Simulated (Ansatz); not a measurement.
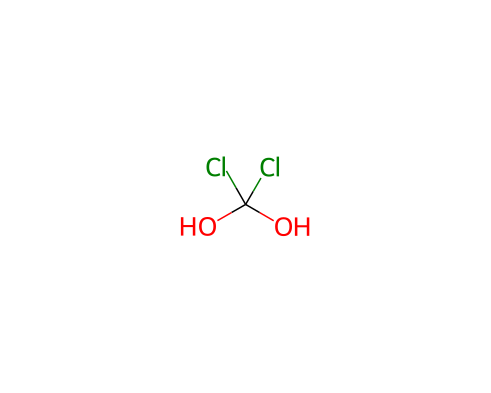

2D structure.

Transcribe the drawing into SMILES.

Answer. OC(O)(Cl)Cl

Give the formula, hydrogens included.

Answer. CH2Cl2O2.

An optimisation with PBE0-D4/def2-TZVP gave a structure of which point group?

Answer. C2.

The parts below concern this one geometry. Atoms keep their numbers from picture to picture. Computed geometry: PBE0-D4/def2-TZVP optimisation.

### Geometry

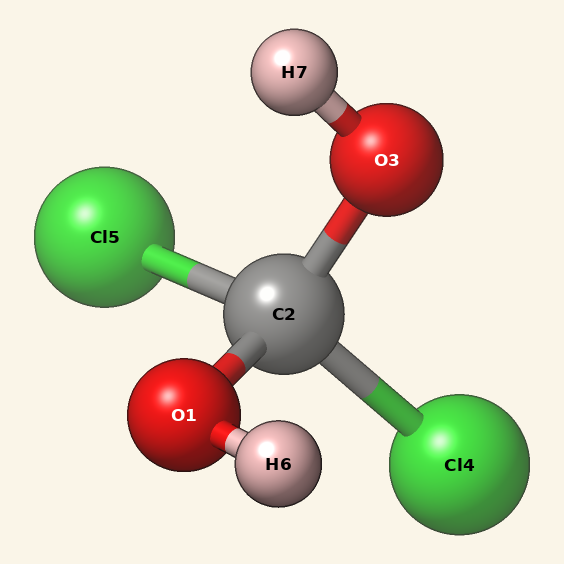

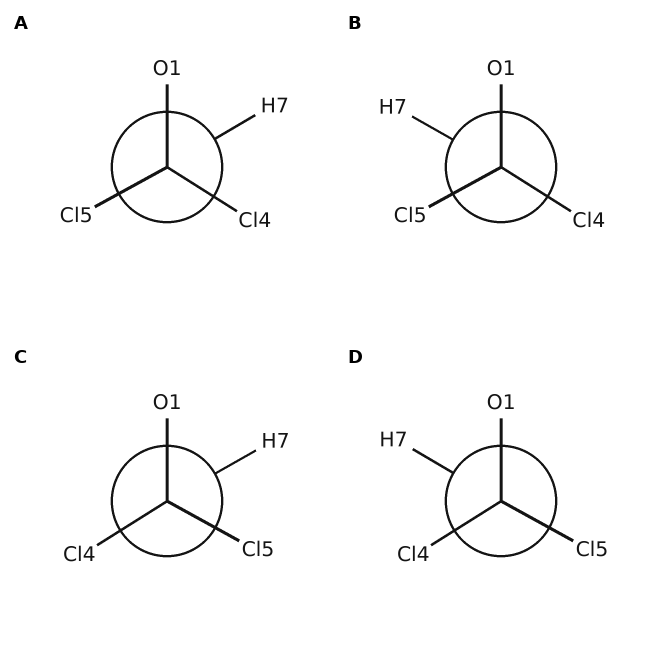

Atoms fade into the background with distance from the viewer. Bonds that would overlap in a projection are set slightly apart.

Which Newman projection shows the view along C2–O3, with C2 in front?

Answer. B. The torsion angle Cl4–C2–O3–H7 is 177°, antiperiplanar (anti).

### Vibrations

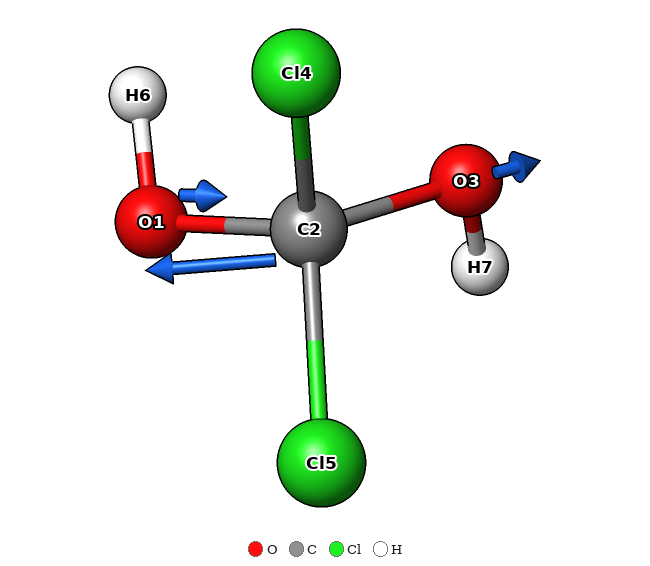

The arrows show one normal mode. Harmonic vibrations computed with RKS PBE0-D4/def2-TZVP (Ansatz 0.2.0) at a stationary point of the same level.

At what wavenumber does it lie?

Answer. 1196 cm⁻¹; it is mode 11 of 15 counted from the lowest.

### Levels of theory compared

Program: Ansatz 0.2.0.

Compare HOMO energy (eV) at these levels: B3LYP-D4/def2-TZVPP; B97M-V/def2-TZVPP; BLYP-D4/def2-TZVPP; CAM-B3LYP-D4/def2-TZVPP; HSE06 (plane-wave form)-D4/def2-TZVPP; PBE0-D4/def2-QZVPP; PBE0-D4/def2-TZVPP; SPW92 (LDA)/def2-TZVPP; r2SCAN-D4/def2-TZVPP; r2SCAN0-D4/def2-TZVPP; r2SCANh-D4/def2-TZVPP; revPBE-D4/def2-TZVPP.

```csv
level,HOMO energy (eV)
B3LYP-D4/def2-TZVPP,−8.50
B97M-V/def2-TZVPP,−7.77
BLYP-D4/def2-TZVPP,−7.12
CAM-B3LYP-D4/def2-TZVPP,−10.19
HSE06 (plane-wave form)-D4/def2-TZVPP,−8.37
PBE0-D4/def2-QZVPP,−8.83
PBE0-D4/def2-TZVPP,−8.78
SPW92 (LDA)/def2-TZVPP,−7.42
r2SCAN-D4/def2-TZVPP,−7.65
r2SCAN0-D4/def2-TZVPP,−9.02
r2SCANh-D4/def2-TZVPP,−8.20
revPBE-D4/def2-TZVPP,−7.20
```

### Thermal motion

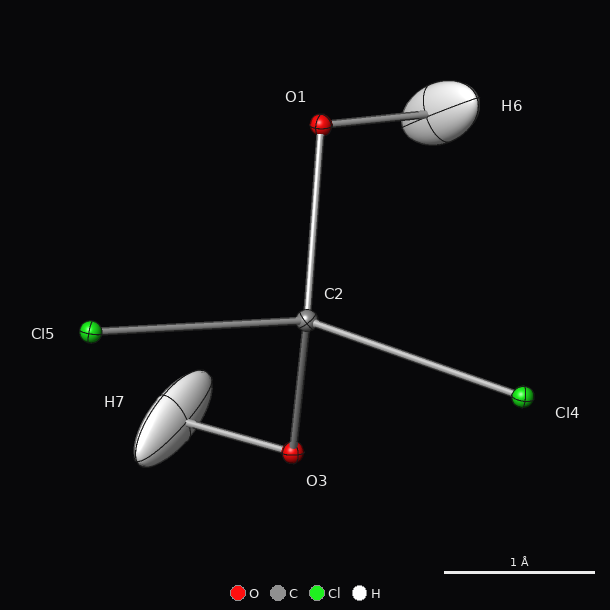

Displacement ellipsoids at the 50 % level, from the internal vibrations of the free molecule (harmonic, no overall translation or rotation; no half-axis is drawn under 0.075 Å). Vibrations computed with RKS PBE0-D4/def2-TZVP (Ansatz 0.2.0). Temperature: 298 K.

Give the displacement parameters, one line for each set of equivalent atoms.

| atom | U_eq (Å²) | rms amplitudes (Å) |
| --- | --- | --- |
| O1, O3 | 0.0019 | 0.034, 0.046, 0.050 |
| C2 | 0.0016 | 0.039, 0.040, 0.042 |
| Cl4, Cl5 | 0.00083 | 0.019, 0.026, 0.038 |
| H6, H7 | 0.0361 | 0.078, 0.131, 0.292 |
